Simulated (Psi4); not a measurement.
# C3H5 (SMILES [CH2]C=C), step by step

Aim: a geometry optimisation (doublet C3H5, U-wB97X-D/3-21G), then the energy (singlet [C3H5]+, wB97X-D/3-21G), then a structure relaxation (singlet [C3H5]+, wB97X-D/3-21G), then the energy (doublet C3H5, U-wB97X-D/3-21G) of C3H5. 

The results are computed with Psi4 1.11.

## Step 1: The system as given

C3H5 has 8 atoms, charge 0, and is taken as a doublet. As SMILES, `[CH2]C=C`. All atoms were displaced at random from a relaxed shape. The run starts from this shape.

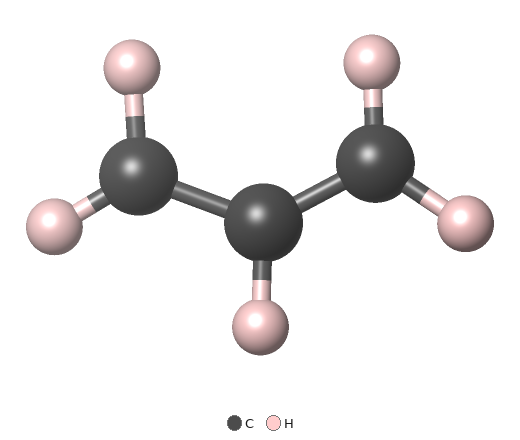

The structure, seen from a chosen angle (carbon dark grey, hydrogen pink).

## Step 2: A structure relaxation at U-wB97X-D/3-21G (density fitting) (run 1)

Contents of job.inp:

```
memory 1600 mb

molecule mol {
  0 2
  C     -0.444420     1.025808    -0.612625
  C      0.336050     0.180008     0.214711
  C      0.232545    -1.128531     0.490055
  H     -1.266253     0.479275    -1.199187
  H     -0.363902     2.056276    -0.746126
  H      1.103146     0.787003     0.726911
  H     -0.540236    -1.653560    -0.022348
  H      1.045823    -1.605348     1.169041
  symmetry c1
}

set reference uks

energy_value = optimize('wb97x-d/3-21G')
```

Command:

```console
psi4 -n 1 job.inp job.out
```

job.out:

```text
[...]
  Running in c1 symmetry.
[...]
  Nuclear repulsion =   64.655600892542097
[...]
  Multiplicity = 2
[...]
  Nalpha       = 12
  Nbeta        = 11
[...]
    Number of basis functions: 37
[...]
   @DF-UKS iter   1:  -116.47737512673592   -6.90869e-01   1.02404e-02 ADIIS/DIIS
[...]
   @DF-UKS iter   9:  -116.57489744798492   -7.81597e-13   4.11040e-09 DIIS
[...]
   @S^2 Observed:                7.895078337E-01
[...]
  @DF-UKS Final Energy:  -116.57489744798492
   => Energetics <=
    Nuclear Repulsion Energy =             64.9741664327771673
    One-Electron Energy =                -283.8049757379205857
    Two-Electron Energy =                 114.4861003076035217
    DFT Exchange-Correlation Energy =     -12.2283995188544843
    Empirical Dispersion Energy =          -0.0017889315905445
    VV10 Nonlocal Energy =                  0.0000000000000000
    Total Energy =                       -116.5748974479849238
[...]
  -Total Gradient:
     Atom            X                  Y                   Z
    ------   -----------------  -----------------  -----------------
       1        0.000006716633     0.000007168294    -0.000076906730
       2       -0.000067773490    -0.000089601273    -0.000031778824
       3        0.000008887959     0.000062177922     0.000020151303
       4        0.000029907785     0.000010962217     0.000052422591
       5       -0.000039250959    -0.000023527278     0.000007395135
       6       -0.000004632078     0.000011446961    -0.000005493001
       7       -0.000014490548    -0.000038067946    -0.000014624127
       8       -0.000033042271    -0.000019400351    -0.000025055273
[...]
```

Standard output:

```text
Optimizer: Optimization complete!
```

It took 35 s on 1 thread of AMD EPYC 7B13 (Zen 3), shared host; peak memory 0.42 GiB.

Steps, from the record of the run:

```tsv
step	energy from the first frame kept (eV)	largest force (eV/Å)
0	0.0000	4.7965
1	-0.4199	1.3090
2	-0.4473	0.2061
3	-0.4480	0.0560
4	-0.4480	0.0113
5	-0.4480	0.0060
```

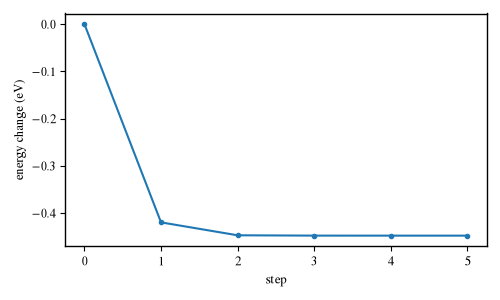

Energy along the run.

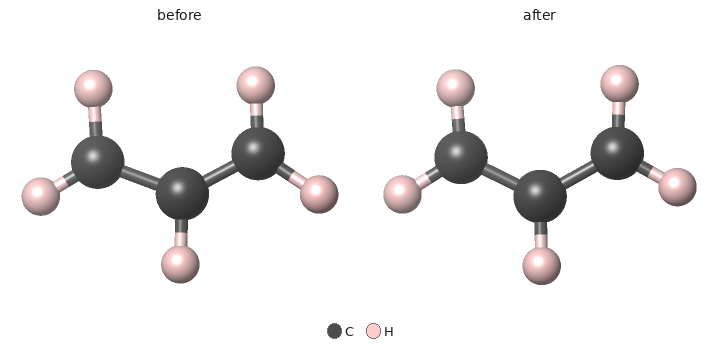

Before and after, at one scale.

After the run. Bond lengths: C1–C2 1.383 Å, C2–C3 1.383 Å, C1–H4 1.085 Å, C1–H5 1.083 Å, C2–H6 1.088 Å, C3–H7 1.085 Å, C3–H8 1.083 Å. Angles: C1–C2–C3 124.5°, C1–C2–H6 117.7°, C3–C2–H6 117.8°, C2–C1–H4 120.9°, C2–C1–H5 121.5°, C2–C3–H7 121.0°, C2–C3–H8 121.5°, H4–C1–H5 117.6°, H7–C3–H8 117.6°.

## Step 3: The singlet cation: a single-point energy at wB97X-D/3-21G (density fitting) (run 2)

Contents of job.inp:

```
memory 1600 mb

molecule m {
  1 1
  C     -0.90450607     1.80887041    -1.15567713
  C      0.66711490     0.46291487     0.44177639
  C      0.48056680    -2.10680085     0.88297831
  H     -2.41807654     0.87619986    -2.17763346
  H     -0.67525773     3.82408002    -1.43181525
  H      2.15141540     1.49642499     1.41805237
  H     -0.96360348    -3.23353872    -0.03951984
  H      1.76359446    -3.06836721     2.15545752
  units au
}

set {
  basis 3-21G
}

energy("wb97x-d")
```

Command:

```console
psi4 -i job.inp -o job.out -n 1
```

job.out:

```text
[...]
  Running in c1 symmetry.
[...]
  Nuclear repulsion =   64.974170232860374
[...]
  Multiplicity = 1
[...]
  Nalpha       = 11
  Nbeta        = 11
[...]
    Number of basis functions: 37
[...]
   @DF-RKS iter   1:  -116.25936916587534   -4.46815e-01   5.48741e-03 DIIS/ADIIS
[...]
   @DF-RKS iter   7:  -116.28095647280715   -3.01041e-09   3.61287e-07 DIIS
[...]
  @DF-RKS Final Energy:  -116.28095647280715
   => Energetics <=
    Nuclear Repulsion Energy =             64.9741702328603736
    One-Electron Energy =                -277.3305656736844753
    Two-Electron Energy =                 108.1118898042454362
    DFT Exchange-Correlation Energy =     -12.0346619048655317
    Empirical Dispersion Energy =          -0.0017889313629712
    VV10 Nonlocal Energy =                  0.0000000000000000
    Total Energy =                       -116.2809564728071479
[...]
 Multipole Moments:
 ------------------------------------------------------------------------------------
     Multipole            Electronic (a.u.)      Nuclear  (a.u.)        Total (a.u.)
 ------------------------------------------------------------------------------------
 L = 1.  Multiply by 2.5417464519 to convert [e a0] to [Debye]
 Dipole X            :          0.0289445           -0.2381360           -0.2091915
 Dipole Y            :          0.0200140           -0.1654422           -0.1454283
 Dipole Z            :          0.0182347           -0.1554678           -0.1372331
 Magnitude           :                                                    0.2893845
[...]
```

Wall time 4.5 s (1 thread of AMD EPYC 7B13 (Zen 3), shared host); peak memory 0.38 GiB.

## Step 4: The singlet cation: a structure relaxation at wB97X-D/3-21G (density fitting) (run 3)

Contents of input.in:

```
memory 1600 MB

molecule geom {
  1 1
  C
  C 1 1.383315
  C 2 1.383259 1 124.49988
  H 1 1.085157 2 120.93834 3 0.03383
  H 1 1.083183 4 117.59411 2 -179.92028
  H 2 1.087637 3 117.75507 1 179.99474
  H 3 1.085287 2 120.95856 6 -179.98455
  H 3 1.083195 7 117.57522 2 -179.98198
  symmetry c1
}

set basis 3-21G

optimize('wb97x-d')
```

Command:

```console
psi4 input.in input.out -n 1
```

input.out:

```text
[...]
  Running in c1 symmetry.
[...]
  Nuclear repulsion =   64.974172505288493
[...]
  Multiplicity = 1
[...]
  Nalpha       = 11
  Nbeta        = 11
[...]
    Number of basis functions: 37
[...]
   @DF-RKS iter   1:  -116.25936959651916   -4.46815e-01   5.48741e-03 ADIIS/DIIS
[...]
   @DF-RKS iter   8:  -116.28241013194341   -4.05009e-12   8.56615e-09 DIIS
[...]
  @DF-RKS Final Energy:  -116.28241013194341
   => Energetics <=
    Nuclear Repulsion Energy =             65.3011263875216343
    One-Electron Energy =                -277.9709736215234557
    Two-Electron Energy =                 108.4245384849646427
    DFT Exchange-Correlation Energy =     -12.0353091166909305
    Empirical Dispersion Energy =          -0.0017922662153018
    VV10 Nonlocal Energy =                  0.0000000000000000
    Total Energy =                       -116.2824101319434078
[...]
  -Total Gradient:
     Atom            X                  Y                   Z
    ------   -----------------  -----------------  -----------------
       1       -0.000857215531    -0.000111094497    -0.000172209436
       2        0.000135421581     0.000200271953     0.000117620937
       3        0.000324024177    -0.000202918912    -0.000014110995
       4        0.000274332135     0.000029145687     0.000023057295
       5        0.000309090642     0.000012934450    -0.000030945167
       6        0.000025191544    -0.000078017622    -0.000046018581
       7       -0.000068732600     0.000032873772     0.000014107020
       8       -0.000146368802    -0.000021595452     0.000027288881
[...]
```

Standard output:

```text
Optimizer: Optimization complete!
```

It took 17 s on 1 thread of AMD EPYC 7B13 (Zen 3), shared host; peak memory 0.43 GiB.

Steps, from the record of the run:

```tsv
step	energy from the first frame kept (eV)	largest force (eV/Å)
0	0.0000	0.9064
1	-0.0378	0.2764
2	-0.0396	0.0296
3	-0.0395	0.0453
```

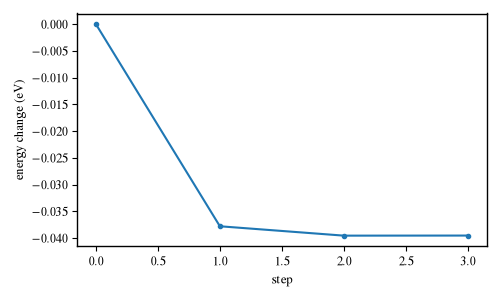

Energy along the run.

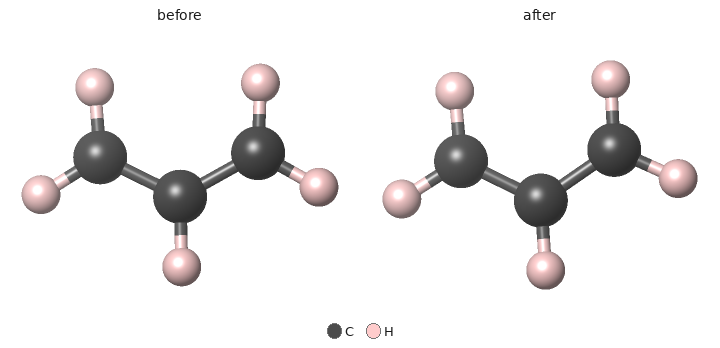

Before and after, at one scale.

After the run. Bond lengths: C1–C2 1.381 Å, C2–C3 1.381 Å, C1–H4 1.089 Å, C1–H5 1.088 Å, C2–H6 1.084 Å, C3–H7 1.089 Å, C3–H8 1.088 Å. Angles: C1–C2–C3 119.1°, C1–C2–H6 120.5°, C3–C2–H6 120.5°, C2–C1–H4 121.6°, C2–C1–H5 121.1°, C2–C3–H7 121.6°, C2–C3–H8 121.1°, H4–C1–H5 117.3°, H7–C3–H8 117.3°.

## Step 5: The energy at U-wB97X-D/3-21G (density fitting) (run 4)

Contents of c3h5.py:

```python
import psi4

psi4.set_memory(1600000000)
psi4.set_num_threads(1)
psi4.core.set_output_file('c3h5.out', False)

geom = psi4.geometry("""
0 2
C     -0.441603     0.956623    -0.580896
C      0.388415     0.245786     0.262764
C      0.188757    -1.111972     0.413137
H     -1.245701     0.471553    -1.131879
H     -0.311644     2.026393    -0.727372
H      1.185550     0.746579     0.799421
H     -0.606839    -1.633598    -0.116374
H      0.821543    -1.703873     1.070395
symmetry c1
""")

psi4.set_options({
    'basis': '3-21G',
    'reference': 'uks',
})

result, w = psi4.energy('wb97x-d', return_wfn=True)
print('E =', round(result, 9))
for k, v in sorted(psi4.core.scalar_variables().items()):
    print(f'{k:45s} {v:18.10f}')
```

Command:

```console
python c3h5.py
```

c3h5.out:

```text
[...]
  Running in c1 symmetry.
[...]
  Nuclear repulsion =   65.301128342012731
[...]
  Multiplicity = 2
[...]
  Nalpha       = 12
  Nbeta        = 11
[...]
    Number of basis functions: 37
[...]
   @DF-UKS iter   1:  -116.49260670063691   -6.69071e-01   1.03034e-02 ADIIS/DIIS
[...]
   @DF-UKS iter   8:  -116.57339088585626   -1.95333e-08   8.86397e-07 DIIS
[...]
   @S^2 Observed:                7.886487468E-01
[...]
  @DF-UKS Final Energy:  -116.57339088585626
   => Energetics <=
    Nuclear Repulsion Energy =             65.3011283420127313
    One-Electron Energy =                -284.4654251470004738
    Two-Electron Energy =                 114.8220653816960777
    DFT Exchange-Correlation Energy =     -12.2293671961900312
    Empirical Dispersion Energy =          -0.0017922663745691
    VV10 Nonlocal Energy =                  0.0000000000000000
    Total Energy =                       -116.5733908858562557
[...]
 Multipole Moments:
 ------------------------------------------------------------------------------------
     Multipole            Electronic (a.u.)      Nuclear  (a.u.)        Total (a.u.)
 ------------------------------------------------------------------------------------
 L = 1.  Multiply by 2.5417464519 to convert [e a0] to [Debye]
 Dipole X            :          0.3306261           -0.3149959            0.0156302
 Dipole Y            :          0.2092180           -0.2003878            0.0088301
 Dipole Z            :          0.2257234           -0.2172267            0.0084967
 Magnitude           :                                                    0.0198612
[...]
```

The script printed:

```text
E = -116.573390886
CURRENT ENERGY                                   -116.5733908859
CURRENT REFERENCE ENERGY                         -116.5733908859
DD SOLVATION ENERGY                                 0.0000000000
DFT FUNCTIONAL TOTAL ENERGY                      -116.5715986195
DFT TOTAL ENERGY                                 -116.5733908859
DFT VV10 ENERGY                                     0.0000000000
DFT XC ENERGY                                     -12.2293671962
DISPERSION CORRECTION ENERGY                       -0.0017922664
GRID ELECTRONS ALPHA                               11.9999924350
GRID ELECTRONS BETA                                10.9999892294
GRID ELECTRONS TOTAL                               22.9999816644
NUCLEAR REPULSION ENERGY                           65.3011283420
ONE-ELECTRON ENERGY                              -284.4654251470
PCM POLARIZATION ENERGY                             0.0000000000
PE ENERGY                                           0.0000000000
SCF ITERATION ENERGY                             -116.5733908859
SCF ITERATIONS                                      8.0000000000
SCF TOTAL ENERGY                                 -116.5733908859
TWO-ELECTRON ENERGY                               114.8220653817
WB97X-D DISPERSION CORRECTION ENERGY               -0.0017922664
XC GRID RADIAL POINTS                              75.0000000000
XC GRID SPHERICAL POINTS                          302.0000000000
XC GRID TOTAL POINTS                           171540.0000000000
```

Run time: 5.7 s. Hardware: 1 thread of AMD EPYC 7B13 (Zen 3), shared host; peak memory 0.38 GiB.

## Step 6: Summary of results

```
                                                               quantity          value
                        run 1, U-wB97X-D/3-21G: total energy at the end  -116.57490 Eh
                                  run 1, U-wB97X-D/3-21G: dipole moment         0.05 D
             run 1, U-wB97X-D/3-21G: HOMO energy (highest over α and β)       -7.34 eV
              run 1, U-wB97X-D/3-21G: LUMO energy (lowest over α and β)        0.16 eV
                              run 1, U-wB97X-D/3-21G: dispersion energy   -4.70 kJ/mol
                                           run 1, U-wB97X-D/3-21G: ⟨S²⟩          0.790
                                    singlet cation, run 2: total energy  -116.28096 Eh
                                     singlet cation, run 2: HOMO energy      -17.85 eV
                                     singlet cation, run 2: LUMO energy       -8.61 eV
                                   singlet cation, run 2: HOMO–LUMO gap        9.24 eV
                               singlet cation, run 2: dispersion energy   -4.70 kJ/mol
                         singlet cation, run 3: total energy at the end  -116.28241 Eh
                                     singlet cation, run 3: HOMO energy      -17.93 eV
                                     singlet cation, run 3: LUMO energy       -8.53 eV
                                   singlet cation, run 3: HOMO–LUMO gap        9.40 eV
                               singlet cation, run 3: dispersion energy   -4.71 kJ/mol
                                   run 4, U-wB97X-D/3-21G: total energy  -116.57339 Eh
             run 4, U-wB97X-D/3-21G: HOMO energy (highest over α and β)       -7.25 eV
              run 4, U-wB97X-D/3-21G: LUMO energy (lowest over α and β)        0.27 eV
                              run 4, U-wB97X-D/3-21G: dispersion energy   -4.71 kJ/mol
                                           run 4, U-wB97X-D/3-21G: ⟨S²⟩          0.789
adiabatic ionisation energy (to the singlet cation, no zero-point term)       7.959 eV
```

What this shows: The adiabatic ionisation energy (to the singlet cation, no zero-point term) is 7.96 eV (768 kJ/mol). The optimisation (run 1, U-wB97X-D/3-21G) took 6 steps and changed the energy by -0.448 eV. The optimisation (singlet cation, run 3) took 4 steps and changed the energy by -0.040 eV.
